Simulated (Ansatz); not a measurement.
The calculation's input:

```
crystal:
  periodic: [false, false, false]
  atoms:
    - { symbol: B, position_ang: [-1.12399, 1.01121, -0.21333] }
    - { symbol: C, position_ang: [0.22495, 0.28808, 0.13767] }
    - { symbol: B, position_ang: [-0.12367, -0.55175, 1.41811] }
    - { symbol: C, position_ang: [0.85299, -0.51043, -1.01187] }
    - { symbol: H, position_ang: [-1.74997, 0.67352, -1.14053] }
    - { symbol: H, position_ang: [-1.51482, 1.88329, 0.45945] }
    - { symbol: H, position_ang: [0.92251, 1.06997, 0.46058] }
    - { symbol: H, position_ang: [-0.30603, -0.01396, 2.44077] }
    - { symbol: H, position_ang: [-0.21592, -1.71581, 1.35313] }
    - { symbol: H, position_ang: [1.07181, 0.13719, -1.85952] }
    - { symbol: H, position_ang: [1.78403, -0.97859, -0.69563] }
    - { symbol: H, position_ang: [0.17812, -1.29272, -1.34884] }
basis:
  gaussian: { orbitals: "6-31G*" }
hamiltonian:
  xc: r2scanh
  dispersion: d4
relax:
  f_tol: 0.015
  max_steps: 40
output:
  orbitals: {}
```

Launched as:

```sh
ansatz run input.yaml --threads 1 --pin off --max-ram 2048MiB --backend cpu --events-out ev --progress --plain --runs-dir out
```

The fields are those of the relaxed geometry.

Level of theory: RKS r2SCANh-D4/6-31G* (Ansatz 0.2.0).

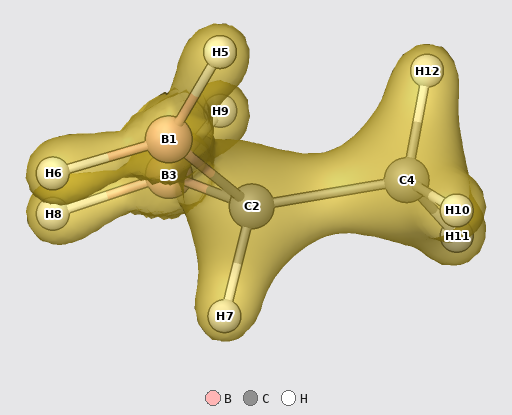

C2H8B2 (SMILES BC(B)C). Isosurface of the electron density at 1 e/Å³ (yellow), seen from one side.

Question: What does this surface tell about the bonding?

Answer: At this value the surface is in one piece. It bridges the shortest C–C (1.53 Å), C–B (1.56 Å), C–H (1.09 Å) and B–H (1.20 Å) contacts, where the density stays above the isovalue. On the grid the lowest density along these lines, outside the cores, is 1.6 e/Å³ (C–C, 1.53 Å), 1.2 e/Å³ (C–B, 1.56 Å), 1.8 e/Å³ (C–H, 1.09 Å) and 1.2 e/Å³ (B–H, 1.20 Å).
